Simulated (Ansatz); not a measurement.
**Resistivity from frozen vibrations: Cu(111) with 4 thermally displaced layers, 2x2**

How much do lattice vibrations at 180 K scatter the electrons of Cu? Layers with random displacements are laid between perfect leads, and the resistance is followed against their length.

Calculated with Ansatz 0.2.0; Ansatz plane-wave DFT, PBE, PAW files; ballistic transport by layer matching (Landauer), zero bias; PAW set soft_1.

## (1) The starting structure

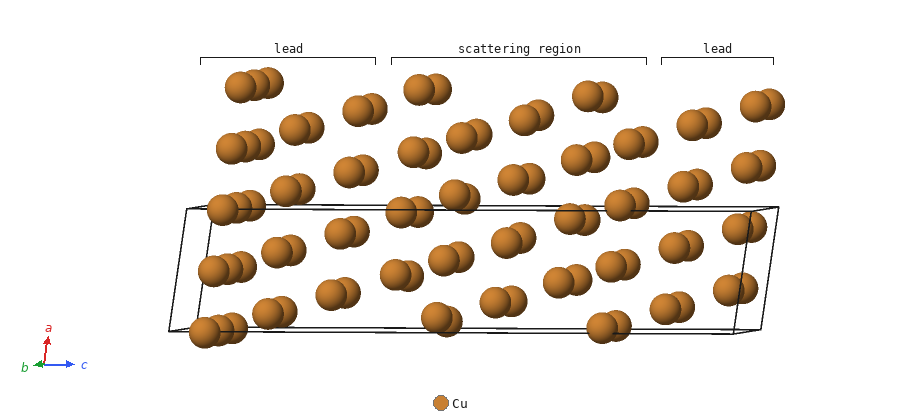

The cell as given, from the side, with the c axis across the page (copper orange). 2×1×1 cells are drawn. Some periodic images of atoms are drawn too.

The cell holds 40 atoms: 40 Cu. Cell: a = 5.112 Å, b = 5.112 Å, c = 20.923 Å, α = 93.5°, β = 86.5°, γ = 120.0°. It derives from Cu. Regions: lead, 24 atoms (24 Cu); scattering region, 16 atoms (16 Cu). The structure is stacked along c, and the current runs across the ab planes.

## (2) With 4 displaced layers

Each atom of 4 layers is moved at random, by amounts drawn from a normal law 0.062 Å wide in each direction from the Debye model (343 K) at 180 K. The layers about the cell's end stay perfect and serve as the lead. Disorder leaves little or no symmetry, which makes such runs dear. Energies from -0.05 to 0.05 eV in steps of 0.05 eV are too few for the program's thermal sum, so it prints no conductance; for a metal the transmission near the Fermi level serves, at a fraction of the cost.

File input.yaml:

```yaml
crystal:
  lattice:
    - [5.1123254594, 0.0, 0.0]
    - [-2.5561627297, 4.4274037203, 0.0]
    - [1.2780813649, -0.73790062, 20.8709812911]
  atoms:
    - { symbol: Cu, position: [0.9916666667, 0.0083333333, 0.05] }
    - { symbol: Cu, position: [0.9916666667, 0.5083333333, 0.05] }
    - { symbol: Cu, position: [0.4916666667, 0.0083333333, 0.05] }
    - { symbol: Cu, position: [0.4916666667, 0.5083333333, 0.05] }
    - { symbol: Cu, position: [0.1416666667, 0.3583333333, 0.15] }
    - { symbol: Cu, position: [0.1416666667, 0.8583333333, 0.15] }
    - { symbol: Cu, position: [0.6416666667, 0.3583333333, 0.15] }
    - { symbol: Cu, position: [0.6416666667, 0.8583333333, 0.15] }
    - { symbol: Cu, position: [0.2916666667, 0.2083333333, 0.25] }
    - { symbol: Cu, position: [0.2916666667, 0.7083333333, 0.25] }
    - { symbol: Cu, position: [0.7916666667, 0.2083333333, 0.25] }
    - { symbol: Cu, position: [0.7916666667, 0.7083333333, 0.25] }
    - { symbol: Cu, position: [0.9485426253, 0.0733525087, 0.3522033004] }
    - { symbol: Cu, position: [0.962380743, 0.5804084479, 0.3464182198] }
    - { symbol: Cu, position: [0.4248671029, 0.0397831774, 0.3496798613] }
    - { symbol: Cu, position: [0.4533817085, 0.5582714859, 0.3514732872] }
    - { symbol: Cu, position: [0.0699693762, 0.409943972, 0.4473054213] }
    - { symbol: Cu, position: [0.1189412391, 0.9212243615, 0.45282057] }
    - { symbol: Cu, position: [0.5949309356, 0.4172426637, 0.4519546282] }
    - { symbol: Cu, position: [0.5840631226, 0.9013104621, 0.4496590037] }
    - { symbol: Cu, position: [0.2303012216, 0.2498688791, 0.549158076] }
    - { symbol: Cu, position: [0.2389882999, 0.7682759392, 0.5452579389] }
    - { symbol: Cu, position: [0.7475454763, 0.249301507, 0.5483779821] }
    - { symbol: Cu, position: [0.7243943898, 0.7561904869, 0.5492641839] }
    - { symbol: Cu, position: [0.8902045242, 0.1009038818, 0.6502785548] }
    - { symbol: Cu, position: [0.9168864634, 0.6137775788, 0.6482955351] }
    - { symbol: Cu, position: [0.4020311563, 0.1068234569, 0.651764434] }
    - { symbol: Cu, position: [0.3973161131, 0.6019003563, 0.6442650087] }
    - { symbol: Cu, position: [0.0416666667, 0.4583333333, 0.75] }
    - { symbol: Cu, position: [0.0416666667, 0.9583333333, 0.75] }
    - { symbol: Cu, position: [0.5416666667, 0.4583333333, 0.75] }
    - { symbol: Cu, position: [0.5416666667, 0.9583333333, 0.75] }
    - { symbol: Cu, position: [0.1916666667, 0.3083333333, 0.85] }
    - { symbol: Cu, position: [0.1916666667, 0.8083333333, 0.85] }
    - { symbol: Cu, position: [0.6916666667, 0.3083333333, 0.85] }
    - { symbol: Cu, position: [0.6916666667, 0.8083333333, 0.85] }
    - { symbol: Cu, position: [0.8416666667, 0.1583333333, 0.95] }
    - { symbol: Cu, position: [0.8416666667, 0.6583333333, 0.95] }
    - { symbol: Cu, position: [0.3416666667, 0.1583333333, 0.95] }
    - { symbol: Cu, position: [0.3416666667, 0.6583333333, 0.95] }
kpoints:
  mp_grid: { grid: [5, 5, 1] }
hamiltonian:
  xc: pbe
  pseudopotentials: { kind: paw, azcp: { folder: soft_1 } }
scf:
  occupations: { method: fermi_dirac, width: 0.1 }
output:
  transmission:
    leads: [[0, 4]]
    kmesh: [10, 10]
    e_range: [-0.05, 0.05]
    de: 0.05
  write_potential: true
  write_density: true
  volumetric_format: npy
  elf: true
```

Launch:

```bash
$ ansatz run input.yaml --threads 4 --pin off --max-ram 15360MiB --backend cpu --events-out ev --progress --plain --runs-dir out
```

Numbers of over 12 decimals in the logs are rounded to 6 here.

The program printed:

```text
Engine: ansatz 0.2.0, aarch64-unknown-linux-gnu
Pseudopotentials: kind: paw
Pseudopotential: Cu, paw, valence charge 19, recommended cutoff 420 eV (normal), soft_1/Cu.paw.azcp
Functional definition: PBE
  parameter kappa = 0.804
  parameter beta = 0.066725
  exchange = pbe_x(kappa = kappa, mu = beta*pi^2/3)
  correlation = pbe_c(beta = beta)
Crystal: 40 atoms, lattice volume = 472.401 Å³
Basis set: ecut = 420 eV, 9295 PW (Γ)
Bands: 456, of which v1, the nominal top of the filled ones, is band 380 counted from 1 (379 counted from 0)
Symmetry: 1 space group operations
Space group: P1 (ITA 1), of the structure as read, at distance tolerance 7.8e-5 Å
k-points: 13 of 25 (time reversal used)
Non-local potential: Cu, projectors of the file, l = 0: 3, l = 1: 2, l = 2: 3, l = 3: 1
PAW form: soft (Blöchl's): semilocal exchange-correlation on the pseudo side does not see the compensation charge
PAW one-centre angular grid: Cu, 590 points (default); XC on 64 Gauss nodes
Initial density: superposition of atomic densities (chi_scale 0.1, normalization cell)
Initial wavefunctions: pseudopotential atomic-orbital guess
Functional: x = pbe(κ = 0.804, μ = 0.219515), c = pbe(β = 0.066725)
SCF iter   1: F=—  HF=-265043.464492 eV  |F-HF|=—  |Δ(HF+E_count)|=         —  Δρ=2.68e-1  dr2=2.03e2  ethr=3.10e-3  ⟨swp⟩=4.9  Hψ=18457  notcnv=0  defer=12
preconditioner: auto → Kerker (q_TF=auto, 2.953 Å⁻¹)  [metal: Δε(μ)=0.010 eV  Ē_g=9.118 eV  σ=0.100 eV  W_gap=0.03  n_scr=218 (ndim 8)  ℏωp=35.8 eV  f_vac=0.000  D(μ)=23.32/eV (n_scr^D=228)]
SCF iter   2: F=—  HF=-265013.196018 eV  |F-HF|=—  |Δ(HF+E_count)|=    3.03e1  Δρ=7.37e-2  dr2=2.00e1  ethr=3.10e-3  ⟨swp⟩=2.0  Hψ=11353  notcnv=0  defer=692
SCF iter   3: F=—  HF=-265007.850060 eV  |F-HF|=—  |Δ(HF+E_count)|=    5.35e0  Δρ=4.46e-2  dr2=7.50e0  ethr=2.63e-3  ⟨swp⟩=2.0  Hψ=7037  notcnv=0  defer=701
SCF iter   4: F=—  HF=-265006.488145 eV  |F-HF|=—  |Δ(HF+E_count)|=    1.36e0  Δρ=8.73e-3  dr2=2.21e-1  ethr=9.87e-4  ⟨swp⟩=2.1  Hψ=8205  notcnv=0  defer=701
SCF iter   5: F=—  HF=-265006.825307 eV  |F-HF|=—  |Δ(HF+E_count)|=   3.37e-1  Δρ=2.60e-3  dr2=2.60e-2  ethr=2.90e-5  ⟨swp⟩=2.0  Hψ=9956  notcnv=0  defer=713
SCF iter   6: F=—  HF=-265006.835258 eV  |F-HF|=—  |Δ(HF+E_count)|=   9.95e-3  Δρ=1.29e-3  dr2=8.00e-3  ethr=3.42e-6  ⟨swp⟩=2.0  Hψ=10144  notcnv=0  defer=713
SCF iter   7: F=—  HF=-265006.834947 eV  |F-HF|=—  |Δ(HF+E_count)|=   3.11e-4  Δρ=2.50e-4  dr2=2.40e-4  ethr=1.05e-6  ⟨swp⟩=2.0  Hψ=10010  notcnv=0  defer=713
SCF iter   8: F=—  HF=-265006.834985 eV  |F-HF|=—  |Δ(HF+E_count)|=   3.81e-5  Δρ=8.44e-5  dr2=2.77e-5  ethr=3.16e-8  ⟨swp⟩=1.0  Hψ=5212  notcnv=0  defer=713
SCF iter   9: F=—  HF=-265006.834934 eV  |F-HF|=—  |Δ(HF+E_count)|=   5.14e-5  Δρ=5.16e-5  dr2=1.82e-5  ethr=3.64e-9  ⟨swp⟩=2.0  Hψ=9818  notcnv=0  defer=713
SCF iter  10: F=—  HF=-265006.834932 eV  |F-HF|=—  |Δ(HF+E_count)|=   1.41e-6  Δρ=1.48e-5  dr2=2.75e-6  ethr=2.40e-9  ⟨swp⟩=2.1  Hψ=7107  notcnv=0  defer=713
SCF iter  11: F=—  HF=-265006.834932 eV  |F-HF|=—  |Δ(HF+E_count)|=   6.36e-8  Δρ=3.50e-6  dr2=3.61e-7  ethr=3.62e-10  ⟨swp⟩=1.0  Hψ=5212  notcnv=0  defer=713
SCF iter  12: F=-265006.834932 eV  HF=-265006.834932 eV  |F-HF|=2.46e-8  |Δ(HF+E_count)|=   7.45e-9  Δρ=1.59e-6  dr2=2.39e-8  ethr=1.32e-11  ⟨swp⟩=7.0  Hψ=20393  notcnv=0
SCF 1 converged in 12 iterations: F = -265006.834932 eV  dr2 = 2.39e-8
  greatest PAW one-centre occupation: 1.000 electrons in one spin orbital (limit 2), on the Cu atom at site 25 (counted from 0), in its partial waves of l = 0
transmission: 165 of 1612 steps passed
transmission: 324 of 1612 steps passed
[...]
transmission: 1612 of 1612 steps passed
SCF converged after 12 iterations
Free energy (F): -265006.834932 eV
Harris-Foulkes:  -265006.834932 eV  (|F-HF|=2.46e-8)
Internal energy: -265006.329644 eV  (E = F + TS)
E sigma→0 (E₀):  -265006.582288 eV
Entropy (-TS):   -0.505288 eV (-12.632 meV/atom)
Fermi energy:    16.339934 eV
--- Per-component energies (eV) ---
  E_band       = -14694.349453
  E_kinetic    = 10472.886307
  E_local      = -180362.973489  (includes V_loc(G=0)·N_el)
  E_nonlocal   = 35589.519933
  E_hartree    = 76408.591953
  E_xc         = -2761.453990
  E_vxc        = -3565.857726  (∫ρ·V_xc dr)
  E_paw        = -72594.062641  (= ΣΔE_a)
  E_vpaw       = -29645.190033  (= ΣTr[D̂ρ^β])
  E_aug_tail   = 0.040558  (compensation charges beyond the density's cutoff)
  E_ewald      = -131758.878273
  E_smearing   = -0.505288  (= −TS)
  E_closure    = -0.000000  (closes the sum)
  Σ components = -265006.834932   (vs F -265006.834932, Δ=0.00e0)
--- Band table (eV; the first three rows and the last of 13) ---
  k-point 0: bands = [... 376 lower, 16.2453, 16.6559, 16.6818, 16.6916, 16.7190, 17.0124, 17.0634, 17.2485, ... 72 higher]
  k-point 1: bands = [... 376 lower, 15.9626, 16.0725, 16.0960, 16.2606, 16.3987, 16.4392, 16.4707, 16.5523, ... 72 higher]
  k-point 2: bands = [... 376 lower, 16.1369, 16.1641, 16.1790, 16.2172, 16.2875, 16.3934, 16.5230, 16.6631, ... 72 higher]
  k-point 12: bands = [... 376 lower, 15.3352, 15.9956, 16.0724, 16.2952, 16.3485, 16.6145, 16.8474, 17.6091, ... 72 higher]
--- Transmission ---
  basis      : 199 plane waves across, 31 finite elements along
  points     : 52, standing for a mesh of 10 x 10
  energies   : 3 from -0.050000 to 0.050000 eV about the Fermi level, 0.050000 eV apart; the leads are filled to 0.000000 eV, and channels, transmission and decay are at 0.000000 eV
  crystal 0  : Cu4, at the sites [0, 4], period 2.0871 Å, over 12.52 Å; its Hamiltonian steps by up to 2.4 meV
    offset         : up to 0.0000 Å between an atom of the period and one for which it stands
    channels       : 3.210000e0 a spin
    conductance    : none, the energies end too early or step too widely for 300 K: set another output.transmission.e_range or a lower de, or, where they end at an eighth of basis.ecutwfc, a higher one
  junction   : crystal 0 to crystal 0, 0.70 to 19.48 Å
    transmission   : 3.161077e0 a spin
    conductance    : none, the energies end too early or step too widely for 300 K: set another output.transmission.e_range or a lower de, or, where they end at an eighth of basis.ecutwfc, a higher one
```

It took 8.7 min on 4 threads of Arm Neoverse V1, shared host; peak memory 4.9 GiB.

This step gave:

```yaml
free_energy: -265006.8349 eV
energy_at_zero_smearing: -265006.5823 eV
fermi_energy: 16.34 eV
cell_area: 22.63 Å²
transmission_per_spin_nearest_the_fermi_level: 3.161
open_channels_per_spin_nearest_the_fermi_level: 3.21
step_of_the_lead_s_potential: 2.4 meV
```

Per spin. The transmission, zone mean stays at 3.16 for energy from -0.05 to 0.05 eV.

Per spin. The open channels, zone mean, lead stays at 3.21 for energy from -0.05 to 0.05 eV.

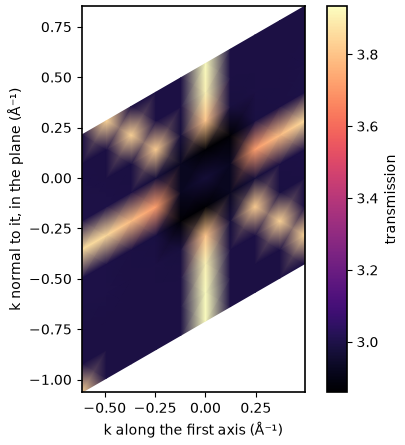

Transmission over k1 and k2. At 0.0000 eV from the Fermi level.

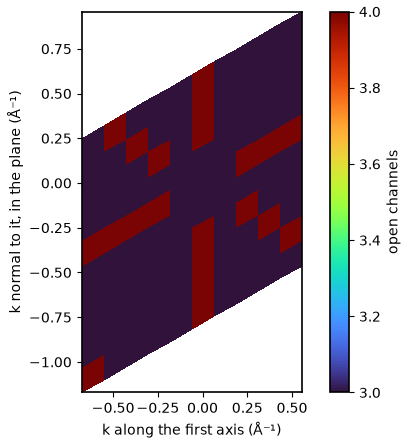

Open channels over k1 and k2. At 0.0000 eV from the Fermi level.

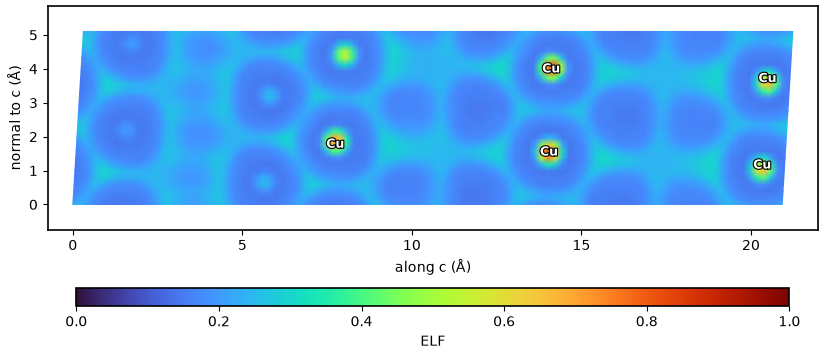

ELF in the ca plane at fractional y = 0.614, with atoms of Cu within 0.2 Å of it. It is the smooth field of the valence electrons, not physical close to the nuclei. The map starts off the cell's origin, so that atoms lie inside it.

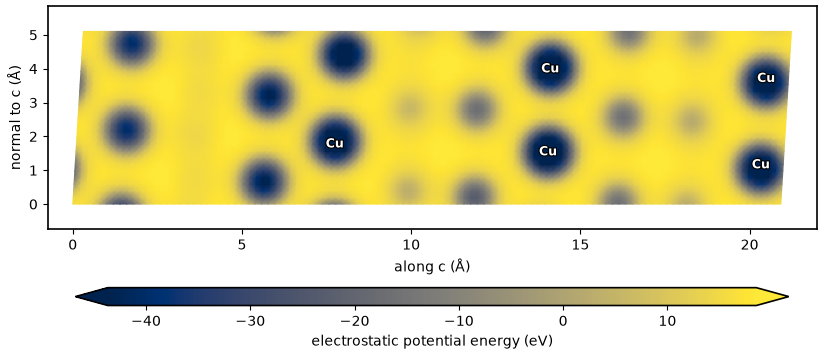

Electrostatic potential energy in the ca plane at fractional y = 0.614, with atoms of Cu within 0.2 Å of it. With pseudopotentials it is smooth inside the atoms' cores, unlike the true potential. The map starts off the cell's origin, so that atoms lie inside it.

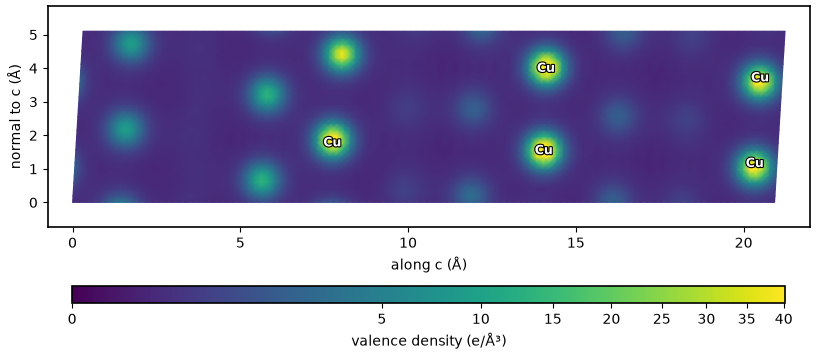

Valence density in the ca plane at fractional y = 0.614, with atoms of Cu within 0.2 Å of it. It is the smooth field of the valence electrons, not physical close to the nuclei. The map starts off the cell's origin, so that atoms lie inside it. The colour scale is stretched toward low values.

Over the solved energies the transmission per spin lies between 3.16 and 3.16, out of 3.21 channels of the lead on average (up to 3.21).

(Part 1 of 2 ends here.)

[Logs are printed without paths, hosts, clocks, repeated set-up lines and the standing remarks that a program may print on its own settings, such as how far it seeks lower states.]

[Hosts, paths, dates, database ids (printed as entryN), source tags and the programs' standing remarks are cut or masked in the printed files.]
